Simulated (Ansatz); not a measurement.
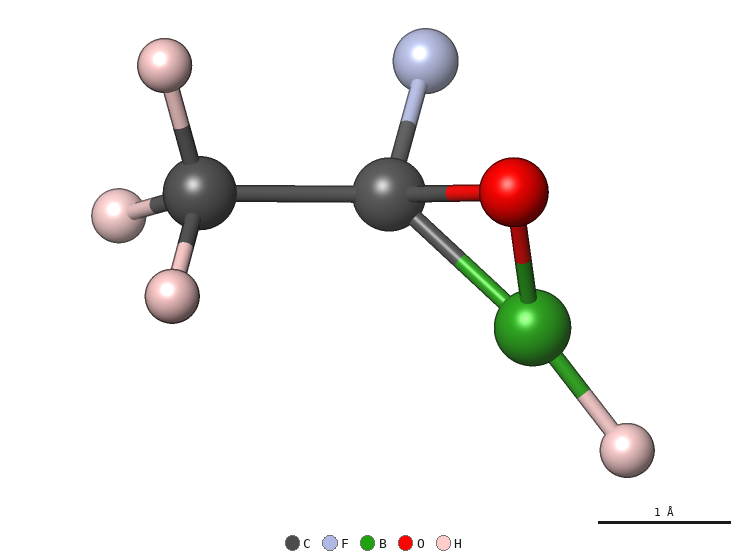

Every bond is drawn as one stick, whatever its order.

Computed geometry: PBE0-D4/def2-TZVP optimisation.

**What is the molecular formula?**

C₂H₄BFO, 9 atoms: 2 carbon, 4 hydrogen, 1 boron, 1 fluorine and 1 oxygen.

**Count the bonded pairs by element.**

3 C–H, 1 C–C, 1 C–F, 1 C–B, 1 B–O, 1 C–O, 1 B–H.

The parts below concern this one geometry. Atoms keep their numbers from picture to picture.

**Geometry**

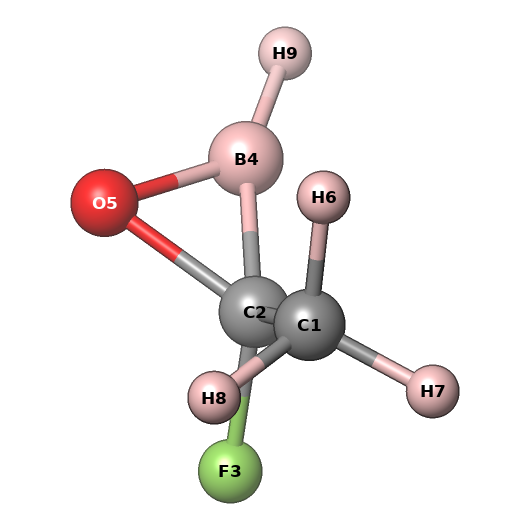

C2 lies behind C1. The molecule seen a little off the C1–C2 bond, C1 in front. Depth is shown by fading: the farther an atom, the more it takes the colour of the background.

**What is the torsion angle H6–C1–C2–F3? The sign is positive where the front bond must turn clockwise to cover the back bond.**

−178°, antiperiplanar (anti). The bonds about C1–C2 are eclipsed.

**Thermal motion**

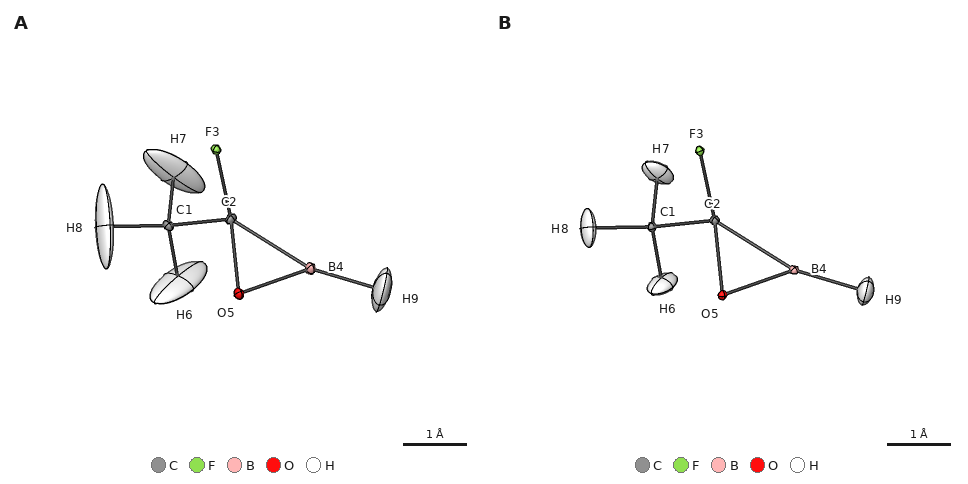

Displacement ellipsoids at the 50 % level, from the internal vibrations of the free molecule (harmonic, no overall translation or rotation; no half-axis is drawn under 0.075 Å). Vibrations computed with RKS PBE0-D4/def2-TZVP (Ansatz 0.2.0). One panel is for 100 K, the other for 900 K.

**Which panel is for 900 K?**

A.

**How much does the mean-square displacement of H8 grow, and why?**

U_eq goes from 0.0210 to 0.0771 Å², a factor of 3.7. Modes below kT (626 cm⁻¹ at 900 K) grow about in proportion to T, and the lowest lies at 202 cm⁻¹; the mean-square amplitude of a mode is its zero-point value times coth(ħω/2kT), which comes close to 1 only above about 3kT.

**Charges**

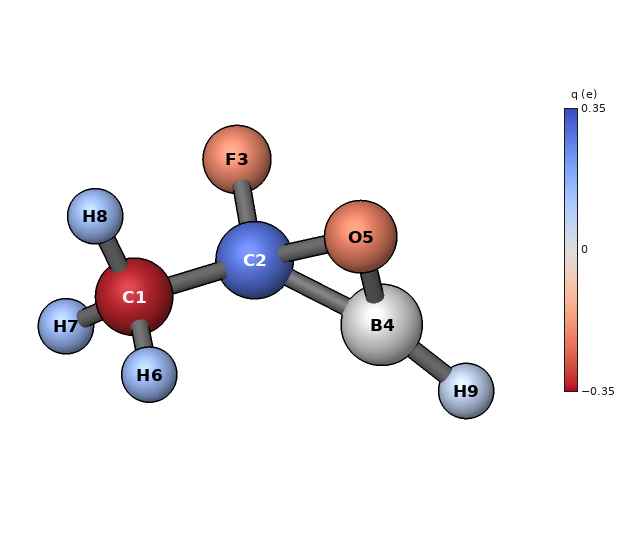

Atoms are coloured by their Mulliken charges. Properties computed with RKS PBE0-D4/def2-TZVP (Ansatz 0.2.0).

Give the Mulliken charges atom by atom.

| atom | value (e) |
| --- | --- |
| C1 | −0.33 |
| C2 | 0.28 |
| F3 | −0.20 |
| B4 | 0.00 |
| O5 | −0.21 |
| H6 | 0.13 |
| H7 | 0.14 |
| H8 | 0.13 |
| H9 | 0.06 |

**Vibrations**

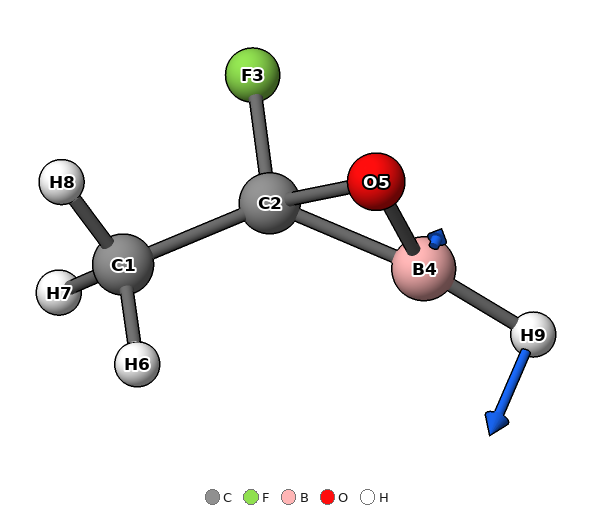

The arrows show one normal mode. Harmonic vibrations computed with RKS PBE0-D4/def2-TZVP (Ansatz 0.2.0) at a stationary point of the same level.

**At what wavenumber does it lie?**

803 cm⁻¹; it is mode 8 of 21 counted from the lowest.

Mulliken values depend strongly on the basis set and can even reverse the polarity of a bond.
